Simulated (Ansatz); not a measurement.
**One shape, several levels: triplet CH4F2OSi**

Aim: a comparison of 4 runs (UHF/cc-pVDZ, UB3LYP/6-31G*, UB3LYP/cc-pVDZ, UCCSD(T)/cc-pVDZ) of triplet CH4F2OSi. 

The calculation is run with Ansatz 0.2.0.

99 further runs of the same task are left out: 2 that didn't finish, 97 set aside as unsound or not needed. Runs told in other sessions of the task aren't counted.

### 1 The molecule

CH4F2OSi: 9 atoms, total charge 0, spin state triplet. As SMILES of the parent species, `C[Si](O)(F)F`. Geometry: relaxed at PBE0-D4/def2-TZVP. This is one conformer, not always the lowest. That shape belongs to the parent species and isn't relaxed for this state.

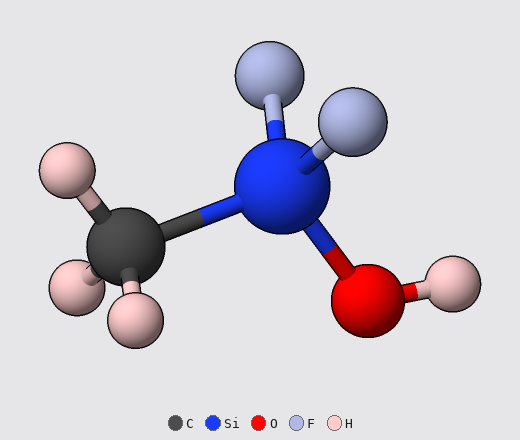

Viewed from a chosen angle; carbon dark grey, silicon blue, oxygen red, fluorine light blue, hydrogen pink.

### 2 A single-point energy at UHF/cc-pVDZ (run 1)

run.yaml

```yaml
crystal:
  periodic: [false, false, false]
  atoms:
    - {symbol: C, position_ang: [-1.189400, 0.338900, -0.162200]}
    - {symbol: Si, position_ang: [0.580100, -0.130700, -0.192500]}
    - {symbol: O, position_ang: [1.083400, -0.479900, 1.308000]}
    - {symbol: F, position_ang: [0.827400, -1.374000, -1.151900]}
    - {symbol: F, position_ang: [1.471900, 1.032700, -0.807900]}
    - {symbol: H, position_ang: [-1.795500, -0.480100, 0.229600]}
    - {symbol: H, position_ang: [-1.342100, 1.213300, 0.473300]}
    - {symbol: H, position_ang: [-1.540100, 0.577500, -1.168100]}
    - {symbol: H, position_ang: [1.992700, -0.743900, 1.454700]}
basis:
  gaussian:
    orbitals: cc-pVDZ
magnetization:
  spin_polarized: true
  initial_magnetization: 2
hamiltonian:
  xc: hf
accuracy: high
output: {orbitals: {seedname: orbitals}}
```

Run with:

```
ansatz run run.yaml --threads 1 --pin off --max-ram 3480MiB --events-out events.jsonl --progress --plain --runs-dir runs
```

Log:

```text
Warning: RAYON_NUM_THREADS=1 ignored (pool sized by the plan → 1); use --threads N
Functional definition: HF
  name "HF"
  exchange = exact_x
  correlation = 0
2129 factors; integrals over basis functions are off by at most 3.5e-9 eV
mean field evaluation 1: about -16395.2547 eV, gradient 3.1e1 eV
mean field evaluation 2: about -16395.3360 eV, gradient 3.1e1 eV
mean field evaluation 4: about -16399.5807 eV, gradient 3.0e0 eV
mean field evaluation 8: about -16399.9140 eV, gradient 8.0e-1 eV
mean field evaluation 16: about -16399.9799 eV, gradient 1.3e-4 eV
mean field evaluation 32: about -16399.6293 eV, gradient 3.4e0 eV
mean field evaluation 64: about -16398.7282 eV, gradient 6.0e0 eV
mean field evaluation 96: about -16399.7904 eV, gradient 5.6e-1 eV
mean field evaluation 128: about -16398.8252 eV, gradient 6.4e0 eV
mean field evaluation 160: about -16402.1932 eV, gradient 2.3e-2 eV
mean field evaluation 192: about -16398.4115 eV, gradient 3.5e0 eV
mean field evaluation 224: about -16394.4866 eV, gradient 3.0e1 eV
mean field evaluation 256: about -16401.1465 eV, gradient 6.5e-1 eV
mean field evaluation 288: about -16401.1631 eV, gradient 5.3e-2 eV
mean field evaluation 320: about -16398.0512 eV, gradient 2.0e1 eV
mean field evaluation 352: about -16399.9799 eV, gradient 2.4e-4 eV
mean field evaluation 384: about -16399.9799 eV, gradient 5.5e-7 eV
mean field -16402.21068575 eV, -602.7701248836 hartree, gradient 1.6e-8 eV, S^2 2.005322; 2 other end points of the search recorded, 0 dependent functions left out
reference -16402.21068575 eV, -602.7701248836 hartree; 26, 24 occupied and 68, 70 virtual orbitals, 2129 factors
Total energy: -16402.21068575 eV, -602.7701248836 hartree
```

Wall time 35 s (1 thread of Arm Neoverse V2, shared host); peak memory 0.5 GiB.

### 3 A single-point energy at UB3LYP/6-31G(d) (Cartesian functions) (run 2)

input.yaml

```yaml
crystal:
  periodic: [false, false, false]
  atoms:
    - {symbol: C, position_ang: [-1.189400, 0.338900, -0.162200]}
    - {symbol: Si, position_ang: [0.580100, -0.130700, -0.192500]}
    - {symbol: O, position_ang: [1.083400, -0.479900, 1.308000]}
    - {symbol: F, position_ang: [0.827400, -1.374000, -1.151900]}
    - {symbol: F, position_ang: [1.471900, 1.032700, -0.807900]}
    - {symbol: H, position_ang: [-1.795500, -0.480100, 0.229600]}
    - {symbol: H, position_ang: [-1.342100, 1.213300, 0.473300]}
    - {symbol: H, position_ang: [-1.540100, 0.577500, -1.168100]}
    - {symbol: H, position_ang: [1.992700, -0.743900, 1.454700]}
basis:
  gaussian:
    orbitals: "6-31G*"
magnetization:
  spin_polarized: true
  initial_magnetization: 2
hamiltonian:
  xc: {name: B3LYP}
accuracy: high
output:
  orbitals: {seedname: orbitals}
```

Run with:

```
ansatz run input.yaml --threads 1 --pin off --max-ram 3480MiB --events-out events.jsonl --progress --plain --runs-dir runs
```

Log:

```text
Warning: RAYON_NUM_THREADS=1 ignored (pool sized by the plan → 1); use --threads N
Functional definition: B3LYP
  name "B3LYP"
  parameter a0 = 0.2
  parameter ax = 0.72
  parameter ac = 0.81
  exchange = (1 - a0 - ax)*slater_x + ax*b88_x + a0*exact_x
  correlation = (1 - ac)*vwn_rpa_c + ac*lyp_c
1899 factors; integrals over basis functions are off by at most 3.6e-9 eV
mean field evaluation 1: about -16448.1410 eV, gradient 4.7e1 eV
mean field evaluation 2: about -16424.1481 eV, gradient 8.7e1 eV
mean field evaluation 4: about -16453.2226 eV, gradient 2.5e1 eV
mean field evaluation 8: about -16456.8091 eV, gradient 2.2e-1 eV
mean field evaluation 16: about -16456.9789 eV, gradient 2.4e-3 eV
mean field evaluation 32: about -16456.9789 eV, gradient 6.9e-6 eV
mean field -16456.97889054 eV, -604.7828192864 hartree, gradient 4.5e-8 eV, S^2 2.002756; 5 other end points of the search recorded, 0 dependent functions left out
reference -16456.97892948 eV, -604.7828207176 hartree; 26, 24 occupied and 61, 63 virtual orbitals, 1899 factors
Total energy: -16456.97892948 eV, -604.7828207176 hartree
```

It took 32 s on 1 thread of Arm Neoverse V2, shared host; peak memory 0.43 GiB.

Run 3 isn't shown in full; the table further down has it.

### 4 The energy at UCCSD(T)/cc-pVDZ (run 4)

molecule.yaml

```yaml
crystal:
  periodic: [false, false, false]
  atoms:
    - {symbol: C, position_ang: [-1.189400, 0.338900, -0.162200]}
    - {symbol: Si, position_ang: [0.580100, -0.130700, -0.192500]}
    - {symbol: O, position_ang: [1.083400, -0.479900, 1.308000]}
    - {symbol: F, position_ang: [0.827400, -1.374000, -1.151900]}
    - {symbol: F, position_ang: [1.471900, 1.032700, -0.807900]}
    - {symbol: H, position_ang: [-1.795500, -0.480100, 0.229600]}
    - {symbol: H, position_ang: [-1.342100, 1.213300, 0.473300]}
    - {symbol: H, position_ang: [-1.540100, 0.577500, -1.168100]}
    - {symbol: H, position_ang: [1.992700, -0.743900, 1.454700]}
basis:
  gaussian:
    orbitals: cc-pVDZ
total_charge: 0
magnetization:
  spin_polarized: true
  initial_magnetization: 2
correlation:
  method: ccsd_t
  frozen_orbitals: {C: 1, F: 1, H: 0, O: 1, Si: 5}
accuracy: high
scf:
  omitted_lower_state_checks: [cluster_reference, increment]
```

Run with:

```
ansatz run molecule.yaml --threads 1 --pin off --max-ram 3480MiB --events-out events.jsonl --progress --plain --runs-dir runs
```

Log, shortened:

```text
Warning: RAYON_NUM_THREADS=1 ignored (pool sized by the plan → 1); use --threads N
[... 2 set-up lines as earlier in the session ...]
[...]
2129 factors; integrals over basis functions are off by at most 3.5e-9 eV
[...]
mean field -16402.21068575 eV, -602.7701248836 hartree, gradient 2.3e-8 eV, S^2 2.005322; 12 other end points of the search recorded, 0 dependent functions left out
9 core orbitals not correlated: weight in the atoms' cores, before any rotation towards them, 1.000 or more for the frozen orbitals, at most 0.000 for the correlated occupied ones
reference -16402.21068575 eV, -602.7701248836 hartree; 17, 15 occupied and 68, 70 virtual orbitals, 2129 factors
second order -20.58814351 eV of doubles, -0.00000000 eV of singles
cycle   1  -21.03080977 eV  change   -4.4e-1 eV  update   1.0e-1
[...]
cycle  35  -21.61197064 eV  change   -1.5e-9 eV  update   2.5e-9
perturbative correction -0.43109267 eV, -0.0158423636 hartree
Total energy: -16424.25374907 eV, -603.5801925192 hartree
Checks for a lower state left out: cluster_reference, increment
```

It took 4 min on 1 thread of Arm Neoverse V2, shared host; peak memory 1.4 GiB.

### 5 Overview of the runs

```tsv
run	level	Cartesian functions	frozen core orbitals	energy (Eh)	HOMO energy (eV)	⟨S²⟩	wall time
1	UHF/cc-pVDZ	no	–	-602.770125	-4.04	2.005	35 s
2	UB3LYP/6-31G* (Cartesian functions)	yes	–	-604.782821	-1.50	2.003	32 s
3	UB3LYP/cc-pVDZ	no	–	-604.799349	-1.64	2.003	29 s
4	UCCSD(T)/cc-pVDZ	no	9	-603.580193	–	2.005	4 min
```

### 6 Summary of results

```
                                          quantity          value
                               run 4: total energy  -603.58019 Eh
run 4: correlation energy (9 core orbitals frozen)     -810.1 mEh
                             run 4: (T) correction     -15.84 mEh
          run 4: ⟨S²⟩ of the reference determinant          2.005
                              run 4: T1 diagnostic          0.018
```

All runs together took 5.6 min, the longest 4 min.
